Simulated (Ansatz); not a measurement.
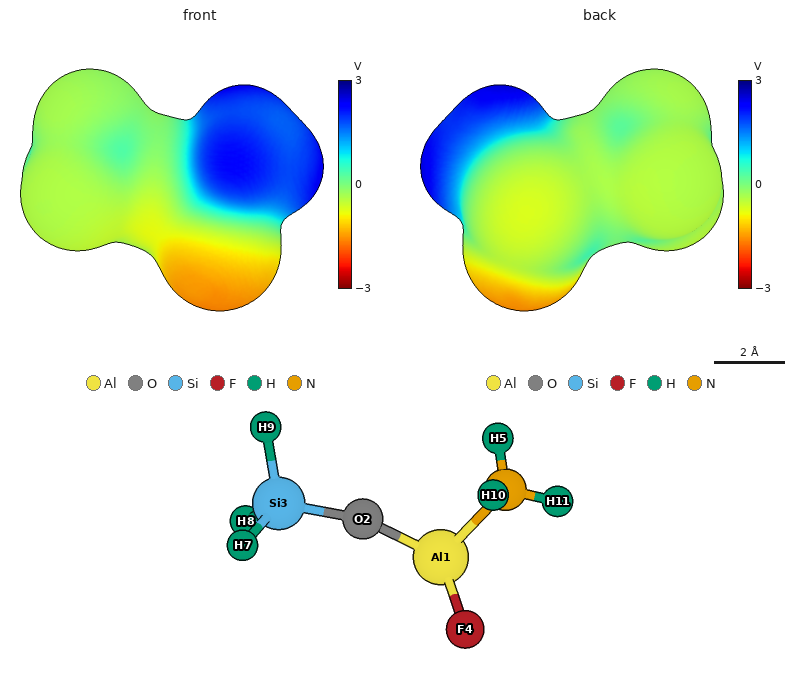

The picture shows: AlFH$_{6}$NOSi (doublet). The electrostatic potential painted on the density surface at 0.001 e/bohr³, seen from the front and from behind; the colour scale runs from red (negative) to blue (positive). The bare structure is drawn below in the same view.

The reactant side of a reaction path; geometry: PBE0-D4/def2-TZVP.

Theory: UKS PBE0-D4/def2-TZVPP (Ansatz 0.2.0).

The calculation's input:

```
crystal:
  periodic: [false, false, false]
  atoms:
    - {symbol: Al, position_ang: [-1.306365, -0.222737, 0.505416]}
    - {symbol: O, position_ang: [-0.104401, 0.142502, -0.663877]}
    - {symbol: Si, position_ang: [0.504669, 0.504049, -2.118418]}
    - {symbol: F, position_ang: [-1.922026, 1.090082, 1.347346]}
    - {symbol: H, position_ang: [0.600247, -1.547580, 1.697535]}
    - {symbol: N, position_ang: [-0.009571, -0.787981, 1.982467]}
    - {symbol: H, position_ang: [0.719806, 1.970962, -2.260006]}
    - {symbol: H, position_ang: [-0.394455, 0.057647, -3.219616]}
    - {symbol: H, position_ang: [1.821793, -0.171748, -2.297379]}
    - {symbol: H, position_ang: [0.572183, 0.021973, 2.186847]}
    - {symbol: H, position_ang: [-0.481879, -1.057069, 2.839587]}
basis:
  gaussian: {orbitals: def2-TZVPP}
magnetization: {spin_polarized: true, initial_magnetization: 1}
hamiltonian: {xc: pbe0, dispersion: d4}
output: {orbitals: {seedname: orbitals}}
```

Command:

```sh
ansatz run in.yaml --threads 4 --pin off --events-out ev --progress --plain --max-ram 63488MiB --backend cpu
```

**Describe the electrostatic potential map.**

The most negative region (about −1.6 V, or −37 kcal/mol for a unit charge) lies over F4, the most positive (about +2.4 V, or +55 kcal/mol for a unit charge) over H5 and H11.
